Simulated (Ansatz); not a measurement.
**C$_{3}$H$_{8}$OSi (SMILES C=C([SiH3])CO): density, localisation and related maps**

Input

```
crystal:
  periodic: [false, false, false]
  atoms:
    - { symbol: C, position_ang: [-0.5374, 1.4109, 0.2675] }
    - { symbol: C, position_ang: [-0.1284, 0.1948, 0.1143] }
    - { symbol: Si, position_ang: [0.8748, -0.6237, 1.4306] }
    - { symbol: C, position_ang: [-0.3086, -0.6806, -1.0795] }
    - { symbol: O, position_ang: [0.97123, -1.14267, -1.59688] }
    - { symbol: H, position_ang: [-0.382, 2.0738, 1.1366] }
    - { symbol: H, position_ang: [-1.1852, 1.9228, -0.4976] }
    - { symbol: H, position_ang: [0.3219, -1.8997, 1.8159] }
    - { symbol: H, position_ang: [1.0079, 0.2734, 2.6779] }
    - { symbol: H, position_ang: [2.2689, -0.8798, 0.9304] }
    - { symbol: H, position_ang: [-0.71652, -0.01159, -1.93817] }
    - { symbol: H, position_ang: [-0.93769, -1.50098, -0.93906] }
    - { symbol: H, position_ang: [1.38342, -1.64879, -0.88476] }
basis:
  gaussian: { orbitals: def2-SVP }
hamiltonian:
  xc: r2scan
relax:
  f_tol: 0.015
  max_steps: 40
output:
  orbitals: {}
```

Run with:

```sh
ansatz run input.yaml --threads 2 --pin off --max-ram 3072MiB --backend cpu --events-out ev --progress --plain --runs-dir out
```

The fields are those of the run's last geometry, not of the input's.

Method: RKS r2SCAN/def2-SVP (Ansatz).

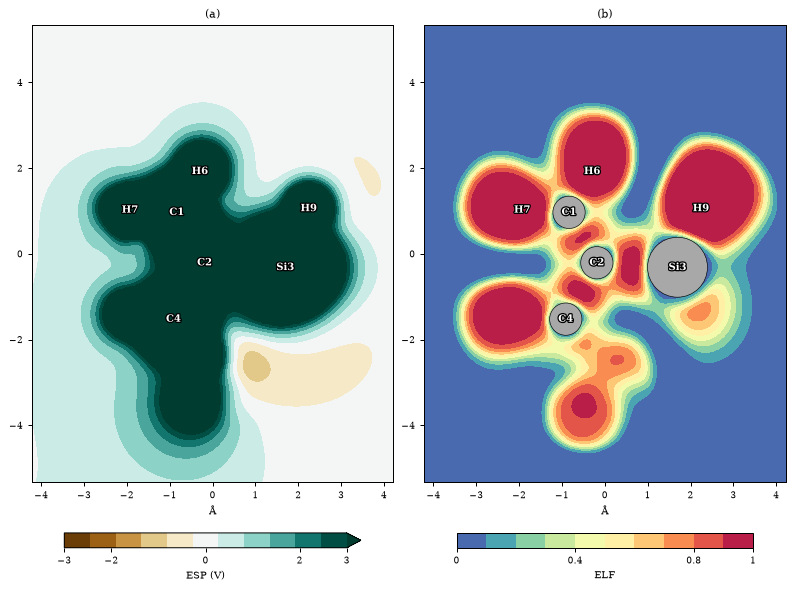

Figure 1. (a) molecular electrostatic potential; (b) ELF on the plane of atoms C2, C1 and H6. Grey discs cover the atomic cores in the ELF map.

What do the fields say about this system?

- The plane passes through C, Si and H nuclei.
- C–C (1.34 Å): the ELF peaks at about 0.95 between the atoms: a short, multiple covalent bond.
- C–Si (1.89 Å): the ELF peaks at about 0.95 between the atoms; a shared electron pair.
- C–C (1.50 Å): the ELF peaks at about 0.95 between the atoms (a covalent bond).
- C–H (1.10 Å): the ELF climbs to about 1 towards the hydrogen, as it does in any bond to H; a covalent bond by its length.
- Si–H (1.50 Å): the ELF climbs to about 1 towards the hydrogen.
- The ELF also peaks beside O5, away from the bonds: lone-pair regions.
- Outside the dense part of the molecule the potential is most negative (−1.1 V) near O5, which lies off the plane.

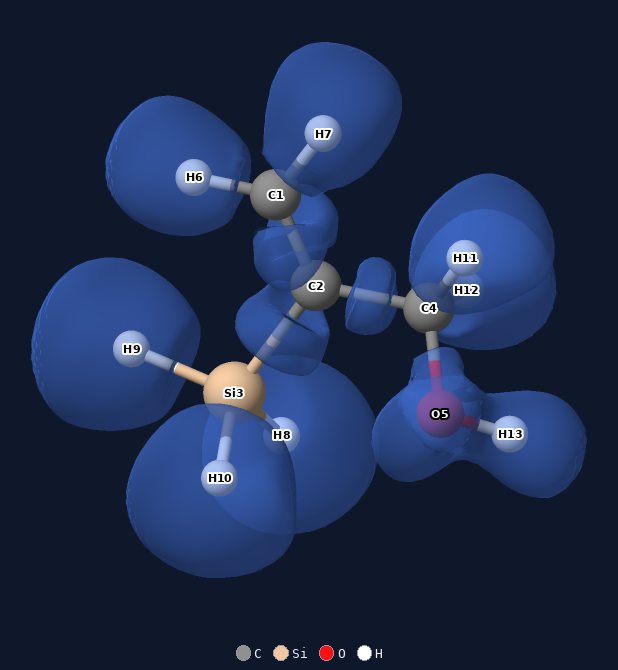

Figure 2. Isosurface of the ELF at 0.75 (blue), seen at a tilt. Only the valence region is drawn (cores and ρ < 0.01 e/Å³ removed).

What do the ELF domains correspond to?

The surface consists of two regions between bonded C–C atoms (shared pairs), one region between bonded C–Si atoms (shared pairs), seven regions around hydrogen nuclei and one joined region spread over several atoms (H, O), in which their bonds and any lone pairs are merged. Along the contacts the grid gives the following. C–O (1.42 Å): the ELF peaks at about 0.90 between the atoms, as expected for a polar covalent bond.

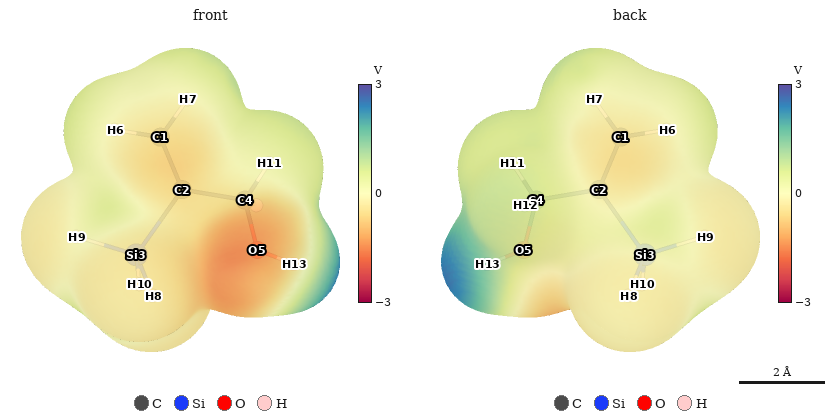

Figure 3. The electrostatic potential painted on the density surface at 0.002 e/bohr³, seen from the front and from behind; the colour scale runs from red (negative) to blue (positive).

Which sites attract a positive test charge, and which a negative one?

A positive charge is drawn to the negative regions and a negative charge to the positive ones. The most negative region (about −1.5 V) lies over O5, the most positive (about +2.5 V) over H13. O5 is the likeliest acceptor of a hydrogen bond.

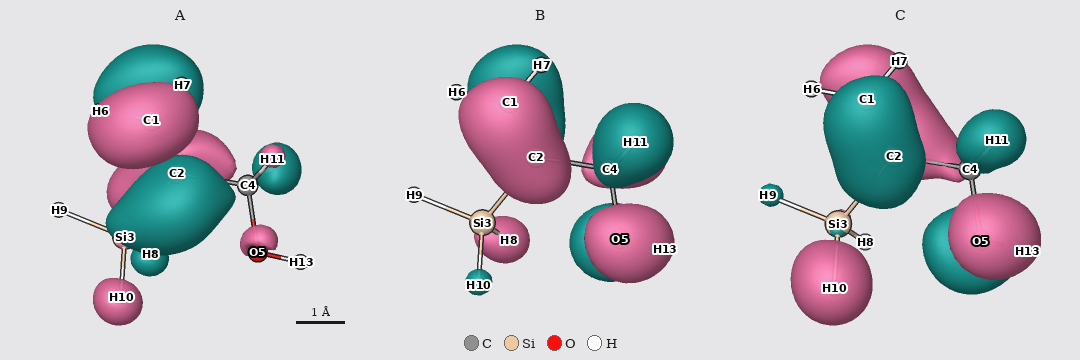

Figure 4. Three frontier orbitals at ±0.1 Å⁻³ᐟ² (teal and pink are the two phases), in no order.

Which picture is the HOMO−1, the HOMO and the LUMO?

C is the HOMO−1 (−7.08 eV). It lies mainly on O5 (about 35 %), C2 (about 15 %), C1 (about 15 %), Si3 (about 5 %) and C4 (about 5 %). B is the HOMO (−6.34 eV). It lies mainly on O5 (about 30 %), C1 (about 20 %), C2 (about 15 %), C4 (about 10 %), H12 (about 5 %) and H11 (about 5 %). A is the LUMO (−1.11 eV). Its weight (Hirshfeld) is mainly on C1 (about 35 %), C2 (about 30 %) and Si3 (about 10 %); π-antibonding (π*) across C1–C2.

What is the HOMO–LUMO gap?

5.23 eV between the orbital energies.
